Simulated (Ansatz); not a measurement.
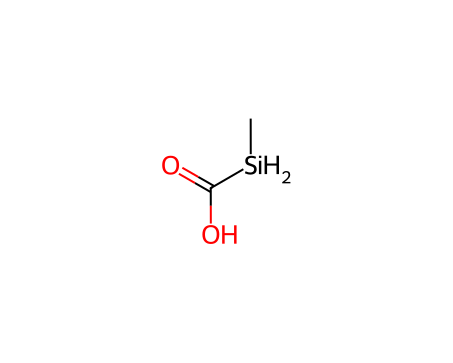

The drawing above gives the connectivity. Computed geometry: PBE0-D4/def2-TZVP optimisation. No frequency run is at hand to confirm it as a minimum.

Describe the 3D structure.

It has 11 atoms: 2 carbon, 6 hydrogen, 2 oxygen and 1 silicon (C2H6O2Si). As SMILES it reads `C[SiH2]C(=O)O`. It has no ring. Among its groups: carboxylic acid, Si–H bond. This geometry has Cs symmetry. Coordination: 1 C tetrahedral; 1 Si tetrahedral; 1 C trigonal planar; 1 O bent.

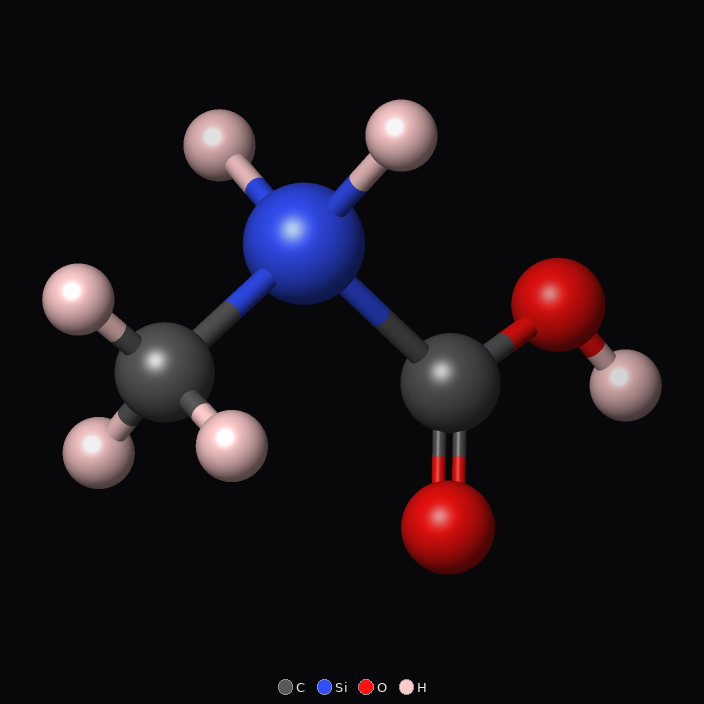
